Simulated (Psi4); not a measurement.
# BCl2 (SMILES Cl[B]Cl) at 5 levels

Wanted: a comparison of 5 runs (U-r2SCAN/def2-TZVP, UBLYP/def2-TZVP, UPBE0/def2-TZVP, USVWN5/def2-TZVP, UTPSS/def2-TZVP) of BCl2. 

Program for the calculation: Psi4 1.11.

### Step 1. Starting point

BCl2: 3 atoms, total charge 0, spin state doublet. SMILES: `Cl[B]Cl`. The B2–Cl3 distance was set to 2.579 Å, away from the relaxed value.

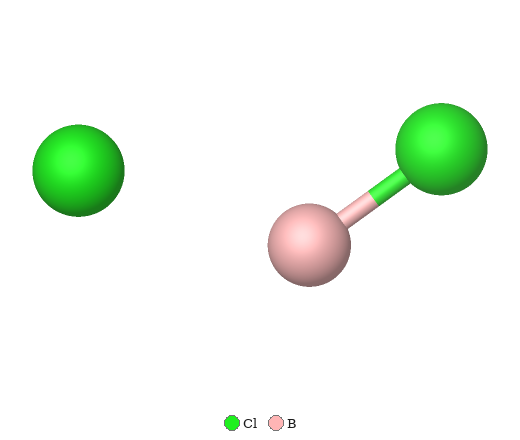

Viewed from a chosen angle; chlorine green, boron pink.

### Step 2. Energy and forces at U-r2SCAN/def2-TZVP (run 1)

bcl2.py reads:

```python
import psi4

psi4.set_memory('1600 MB')
psi4.set_num_threads(1)
psi4.core.set_output_file('run.log', False)

molecule = psi4.geometry("""
0 2
Cl     0.098814    -2.306260    -0.205288
B     -0.736586    -0.830960    -0.492188
Cl     0.081500     1.511100     0.213700
symmetry c1
no_reorient
no_com
""")

options = {'basis': 'def2-TZVP', 'reference': 'uks', 'puream': True, 'e_convergence': 1e-09, 'd_convergence': 1e-08, 'scf_type': 'pk', 'dft_radial_points': 99, 'dft_spherical_points': 590, 'maxiter': 100}
psi4.set_options(options)

e = psi4.gradient('r2scan')
print('gradient / Eh bohr^-1')
print(e.np.round(6))
```

Started as:

```console
$ python bcl2.py
```

run.log:

```text
[...]
  Running in c1 symmetry.
[...]
  Nuclear repulsion =   83.420253872908333
[...]
  Multiplicity = 2
[...]
  Nalpha       = 20
  Nbeta        = 19
[...]
    Number of basis functions: 105
[...]
   @UKS iter   1:  -945.04732996012069   -3.13968e-01   4.14842e-03 ADIIS/DIIS
[...]
   @UKS iter  16:  -945.12585441966587   -4.66116e-12   9.67070e-09 DIIS
[...]
   @S^2 Observed:                7.757648887E-01
[...]
    Orbital Energies [Eh]
    ---------------------
    Alpha Occupied:
       1A   -101.275681     2A   -101.163627     3A     -9.452462
       4A     -9.335805     5A     -7.193939     6A     -7.189421
       7A     -7.188572     8A     -7.082797     9A     -7.071474
      10A     -7.071134    11A     -6.821970    12A     -0.883925
      13A     -0.730128    14A     -0.523647    15A     -0.398789
      16A     -0.398194    17A     -0.350522    18A     -0.271105
      19A     -0.266495    20A     -0.261542
    Alpha Virtual:
      21A     -0.151603    22A     -0.114288    23A      0.034168
      24A      0.055501    25A      0.135252    26A      0.135705
[...]
  @UKS Final Energy:  -945.12585441966587
   => Energetics <=
    Nuclear Repulsion Energy =             83.4202538729083329
    One-Electron Energy =               -1469.3282596793039829
    Two-Electron Energy =                 501.1211650559498594
    DFT Exchange-Correlation Energy =     -60.3390136692199661
    Empirical Dispersion Energy =           0.0000000000000000
    VV10 Nonlocal Energy =                  0.0000000000000000
    Total Energy =                       -945.1258544196658704
[...]
 Multipole Moments:
 ------------------------------------------------------------------------------------
     Multipole            Electronic (a.u.)      Nuclear  (a.u.)        Total (a.u.)
 ------------------------------------------------------------------------------------
 L = 1.  Multiply by 2.5417464519 to convert [e a0] to [Debye]
 Dipole X            :          0.9939380           -1.1670797           -0.1731417
 Dipole Y            :         31.7347819          -33.3962227           -1.6614409
 Dipole Z            :          4.1000524           -4.3802642           -0.2802119
 Magnitude           :                                                    1.6937776
[...]
  -Total Gradient:
     Atom            X                  Y                   Z
    ------   -----------------  -----------------  -----------------
       1        0.008635204732    -0.019336178823     0.002506998264
       2       -0.023269249744    -0.028520420677    -0.015802996279
       3        0.015128120191     0.047712562066     0.013547424911
[...]
```

Standard output:

```text
gradient / Eh bohr^-1
[[ 0.008635 -0.019336  0.002507]
 [-0.023269 -0.02852  -0.015803]
 [ 0.015128  0.047713  0.013547]]
```

Run time: 24 s. Hardware: 1 thread of Intel Xeon 6975P-C (Granite Rapids), shared host; peak memory 0.64 GiB.

### Step 3. The energy at UBLYP/def2-TZVP (run 2)

job.inp reads:

```
memory 1.6 GB

molecule {
  0 2
  Cl     0.098814    -2.306260    -0.205288
  B     -0.736586    -0.830960    -0.492188
  Cl     0.081500     1.511100     0.213700
  symmetry c1
  no_reorient
  no_com
}

set basis def2-TZVP
set reference uks
set puream true
set e_convergence 1e-09
set d_convergence 1e-08
set scf_type pk
set dft_radial_points 99
set dft_spherical_points 590
set maxiter 100

result, w = energy("blyp", return_wfn=True)
oeprop(w, "MULLIKEN_CHARGES", "DIPOLE", "WIBERG_LOWDIN_INDICES")
```

Started as:

```console
$ psi4 -i job.inp -o job.out -n 1
```

job.out:

```text
[...]
  Running in c1 symmetry.
[...]
  Nuclear repulsion =   83.420253872908333
[...]
  Multiplicity = 2
[...]
  Nalpha       = 20
  Nbeta        = 19
[...]
    Number of basis functions: 105
[...]
   @UKS iter   1:  -945.10058406362259   -2.62047e-01   4.78035e-03 ADIIS/DIIS
[...]
   @UKS iter  16:  -945.19832090701084   -3.41061e-13   2.27698e-09 DIIS
[...]
   @S^2 Observed:                7.598907869E-01
[...]
  @UKS Final Energy:  -945.19832090701084
   => Energetics <=
    Nuclear Repulsion Energy =             83.4202538729083329
    One-Electron Energy =               -1469.3974972568985322
    Two-Electron Energy =                 501.1734541284988609
    DFT Exchange-Correlation Energy =     -60.3945316515194435
    Empirical Dispersion Energy =           0.0000000000000000
    VV10 Nonlocal Energy =                  0.0000000000000000
    Total Energy =                       -945.1983209070108387
[...]
 Multipole Moments:
 ------------------------------------------------------------------------------------
     Multipole            Electronic (a.u.)      Nuclear  (a.u.)        Total (a.u.)
 ------------------------------------------------------------------------------------
 L = 1.  Multiply by 2.5417464519 to convert [e a0] to [Debye]
 Dipole X            :          1.0696196           -1.1670797           -0.0974602
 Dipole Y            :         31.8409177          -33.3962227           -1.5553051
 Dipole Z            :          4.1529514           -4.3802642           -0.2273129
 Magnitude           :                                                    1.5748471
[...]
  Mulliken Charges: (a.u.)
   Center  Symbol    Alpha    Beta     Spin     Total
       1    CL     8.48850  8.44624  0.04226  0.06526
       2     B     2.69704  2.09820  0.59884  0.20476
       3    CL     8.81446  8.45556  0.35890 -0.27002
   Total alpha = 20.00000, Total beta = 19.00000, Total charge =  0.00000
  Wiberg Bond Indices using Orthogonal Lowdin Orbitals:
  Total Bond Index:
  Irrep: 1 Size: 3 x 3
[...]
```

Run time: 9.3 s. Hardware: 1 thread of Intel Xeon 6975P-C (Granite Rapids), shared host; peak memory 0.64 GiB.

Runs 3 to 4 aren't shown in full; the table further down has their settings and results.

### Step 4. Energy and gradient at UTPSS/def2-TZVP (run 5)

input.json reads:

```json
{
 "schema_name": "qcschema_input",
 "schema_version": 1,
 "molecule": {
  "schema_name": "qcschema_molecule",
  "schema_version": 2,
  "symbols": ["Cl", "B", "Cl"],
  "geometry": [0.1867314, -4.35819977, -0.3879381, -1.39194581, -1.57028682, -0.93010052, 0.15401268, 2.85556515, 0.40383447],
  "molecular_charge": 0,
  "molecular_multiplicity": 2,
  "fix_symmetry": "c1"
 },
 "driver": "gradient",
 "model": {
  "method": "tpss",
  "basis": "def2-TZVP"
 },
 "keywords": {
  "reference": "uks",
  "puream": true,
  "e_convergence": 1e-09,
  "d_convergence": 1e-08,
  "scf_type": "pk",
  "dft_radial_points": 99,
  "dft_spherical_points": 590,
  "maxiter": 100,
  "scf_properties": ["MULLIKEN_CHARGES", "WIBERG_LOWDIN_INDICES", "QUADRUPOLE"]
 }
}
```

Started as:

```console
$ psi4 --qcschema input.json -n 1 --memory 1600MB
```

stdout:

```text
[...]
  Running in c1 symmetry.
[...]
  Nuclear repulsion =   83.420253893477735
[...]
  Multiplicity = 2
[...]
  Nalpha       = 20
  Nbeta        = 19
[...]
    Number of basis functions: 105
[...]
   @UKS iter   1:  -945.16888125393837   -2.85880e-01   4.39357e-03 ADIIS/DIIS
[...]
   @UKS iter  16:  -945.25444443090669   -3.63798e-12   5.29958e-09 DIIS
[...]
   @S^2 Observed:                7.683299602E-01
[...]
  @UKS Final Energy:  -945.25444443090669
   => Energetics <=
    Nuclear Repulsion Energy =             83.4202538934777351
    One-Electron Energy =               -1469.3716008897761185
    Two-Electron Energy =                 501.1565915095769697
    DFT Exchange-Correlation Energy =     -60.4596889441853875
    Empirical Dispersion Energy =           0.0000000000000000
    VV10 Nonlocal Energy =                  0.0000000000000000
    Total Energy =                       -945.2544444309066876
[...]
 Multipole Moments:
 ------------------------------------------------------------------------------------
     Multipole            Electronic (a.u.)      Nuclear  (a.u.)        Total (a.u.)
 ------------------------------------------------------------------------------------
 L = 1.  Multiply by 2.5417464519 to convert [e a0] to [Debye]
 Dipole X            :         -0.7865076            0.5538828           -0.2326248
 Dipole Y            :         -1.8472572            0.2503788           -1.5968784
 Dipole Z            :         -0.0000000            0.0000000           -0.0000000
 Magnitude           :                                                    1.6137332
 L = 2.  Multiply by 1.3450342976 to convert [e a0^2] to [Debye ang]
 Quadrupole XX       :        -38.5104398           15.4857271          -23.0247127
 Quadrupole XY       :        -27.8569886           27.9945559            0.1375673
[...]
  Mulliken Charges: (a.u.)
   Center  Symbol    Alpha    Beta     Spin     Total
       1    CL     8.49260  8.45680  0.03580  0.05060
       2     B     2.68798  2.08043  0.60754  0.23159
       3    CL     8.81943  8.46277  0.35666 -0.28219
   Total alpha = 20.00000, Total beta = 19.00000, Total charge = -0.00000
  Wiberg Bond Indices using Orthogonal Lowdin Orbitals:
  Total Bond Index:
  Irrep: 1 Size: 3 x 3
[...]
  -Total Gradient:
     Atom            X                  Y                   Z
    ------   -----------------  -----------------  -----------------
       1        0.006082014080    -0.014121129282     0.000000000000
       2       -0.024304755639    -0.029618883890    -0.000000000000
       3        0.018216516843     0.043743951801    -0.000000000000
[...]
```

The result, in JSON:

```text
{
 "driver": "gradient",
 "model": {
  "method": "tpss",
  "basis": "def2-TZVP"
 },
 "success": true,
 "return_result": [0.006082014079578563, -0.014121129281907063, 1.5400602921251958e-13, -0.024304755638540343, -0.029618883889856507, -1.517179749716623e-14, 0.018216516842599832, 0.043743951801127084, -1.2143001988982025e-13],
 "properties": {
  "calcinfo_nbasis": 105,
  "calcinfo_nmo": 105,
  "calcinfo_nalpha": 20,
  "calcinfo_nbeta": 19,
  "calcinfo_natom": 3,
  "nuclear_repulsion_energy": 83.42025389347774,
  "return_energy": -945.2544444309067,
  "return_gradient": [0.006082014079578563, -0.014121129281907063, 1.5400602921251958e-13, -0.024304755638540343, -0.029618883889856507, -1.517179749716623e-14, 0.018216516842599832, 0.043743951801127084, -1.2143001988982025e-13],
  "scf_one_electron_energy": -1469.3716008897761,
  "scf_two_electron_energy": 501.15659150957697,
  "scf_xc_energy": -60.45968894418539,
  "scf_dipole_moment": [-0.23262477071115617, -1.596878406604059, -4.6130306887326885e-15],
  "scf_total_energy": -945.2544444309067,
  "scf_total_gradient": [0.006082014079578563, -0.014121129281907063, 1.5400602921251958e-13, -0.024304755638540343, -0.029618883889856507, -1.517179749716623e-14, 0.018216516842599832, 0.043743951801127084, -1.2143001988982025e-13],
  "scf_iterations": 16
 }
}
```

Wall time 27 s (1 thread of Intel Xeon 6975P-C (Granite Rapids), shared host); peak memory 0.65 GiB.

### Step 5. All runs side by side

| run | level | task | energy (Eh) | dipole moment (D) | HOMO energy (eV) | LUMO energy (eV) | wall time |
| --- | --- | --- | --- | --- | --- | --- | --- |
| 1 | U-r2SCAN/def2-TZVP | gradient | -945.125854 | 4.31 | -7.03 | -4.90 | 24 s |
| 2 | UBLYP/def2-TZVP | energy | -945.198321 | 4.00 | -6.55 | -5.25 | 9.3 s |
| 3 | UPBE0/def2-TZVP | gradient | -944.858792 | 4.19 | -8.10 | -4.39 | 15 s |
| 4 | USVWN5/def2-TZVP | energy | -941.954519 | 4.12 | -6.74 | -5.59 | 6.6 s |
| 5 | UTPSS/def2-TZVP | gradient | -945.254444 | 4.10 | -6.88 | -5.16 | 27 s |

### Step 6. Outcome

| quantity | value |
| --- | --- |
| run 5: total energy | -945.25444 Eh |
| run 5: dipole moment | 4.10 D |
| run 5: HOMO energy (highest over α and β) | -6.88 eV |
| run 5: LUMO energy (lowest over α and β) | -5.16 eV |
| run 5: ⟨S²⟩ | 0.768 |
| run 5: largest force on an atom | 2.437 eV/Å |

**Reading.** The dipole moment (its size) runs from 4.00 D (UBLYP/def2-TZVP) to 4.31 D (U-r2SCAN/def2-TZVP). Totals of different functionals can't be ranked against each other. All runs together took 83 s, the longest 27 s.
